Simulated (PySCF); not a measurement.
# C2H6F2OSi3 (SMILES C=C(F)[Si]1(F)[SiH2]O[SiH2]1): what the fields show

```yaml
atoms:
  - { symbol: C, position_ang: [2.9134, -0.5577, 0.3180] }
  - { symbol: C, position_ang: [1.6103, -0.7810, 0.2896] }
  - { symbol: F, position_ang: [1.1590, -2.0363, 0.5713] }
  - { symbol: Si, position_ang: [0.2216, 0.4474, -0.0998] }
  - { symbol: F, position_ang: [1.0948, 1.8083, -0.3758] }
  - { symbol: Si, position_ang: [-1.7256, 0.6505, 1.1954] }
  - { symbol: O, position_ang: [-2.5043, 0.2584, -0.2213] }
  - { symbol: Si, position_ang: [-1.5568, -0.0212, -1.5592] }
  - { symbol: H, position_ang: [3.2875, 0.4238, 0.0996] }
  - { symbol: H, position_ang: [3.6268, -1.3296, 0.5546] }
  - { symbol: H, position_ang: [-2.2365, 1.9591, 1.5950] }
  - { symbol: H, position_ang: [-2.0830, -0.3757, 2.1693] }
  - { symbol: H, position_ang: [-1.9808, 0.9434, -2.5706] }
  - { symbol: H, position_ang: [-1.8271, -1.3898, -1.9882] }
```

Geometry: GFN2-xTB.

The calculation used PySCF 2.14.0, PBE0/pcSseg-1, SCF density, gas phase, non-relativistic.

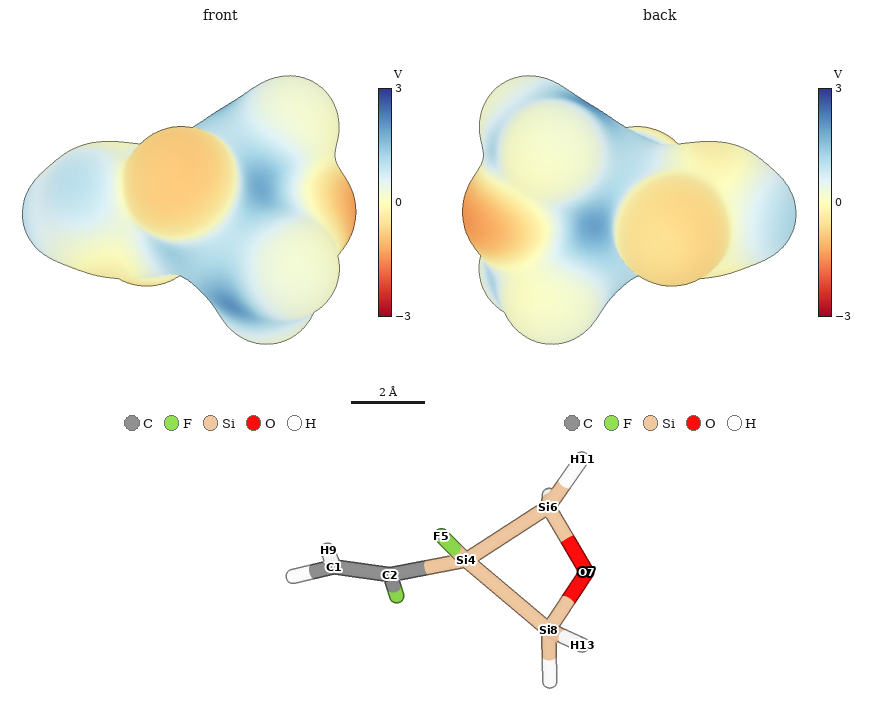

Figure 1. The electrostatic potential painted on the density surface at 0.002 e/bohr³, seen from the front and from behind; red is negative and blue positive. The bare structure is drawn below in the same view.

Where is the surface potential most negative and most positive?

The most negative region (about −1.3 V) lies over O7, the most positive (about +2.0 V) over Si4, Si6 and Si8. O7 is the likeliest acceptor of a hydrogen bond.

What dipole moment does the calculation give?

Its dipole moment is 1.15 D.

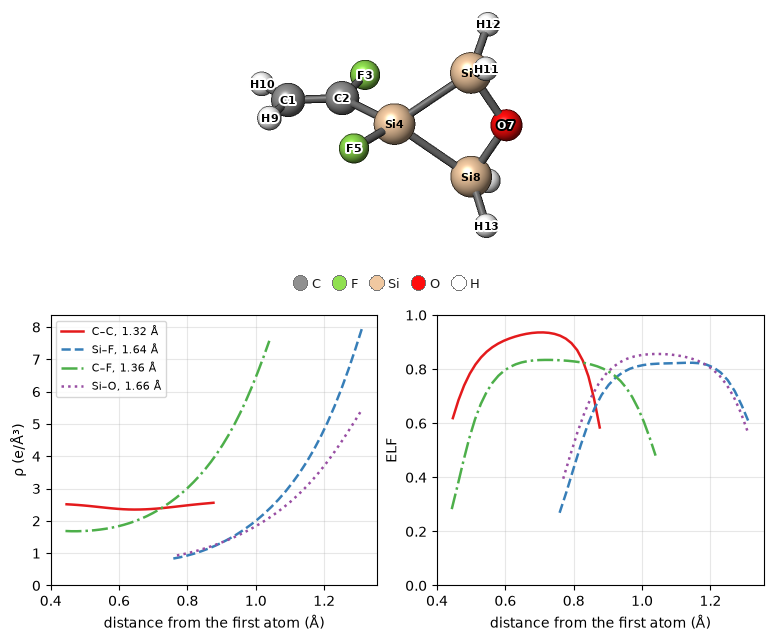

Figure 2. Total electron density and electron localisation function along straight lines between neighbouring atoms. The curves leave out the atomic cores. The structure is drawn too.

Compare the contacts.

C–C (1.32 Å): ρ is about 2.4 e/Å³ halfway; the ELF peaks at about 0.95 between the atoms: a short, multiple covalent bond.
Si–F (1.64 Å): ρ at the midpoint is about 0.99 e/Å³; the ELF peaks at about 0.80 in the valence shell of F, 0.5 Å from its nucleus, and is about 0.50 at the midpoint.
C–F (1.36 Å): the density is about 2.1 e/Å³ at the midpoint, with its minimum of 1.7 e/Å³ about 0.5 Å from C; the ELF peaks at about 0.85 between the atoms, as expected for a polar covalent bond.
Si–O (1.66 Å): the density is about 1.1 e/Å³ at the midpoint; the ELF peaks at about 0.85 between the atoms: a polar covalent bond.
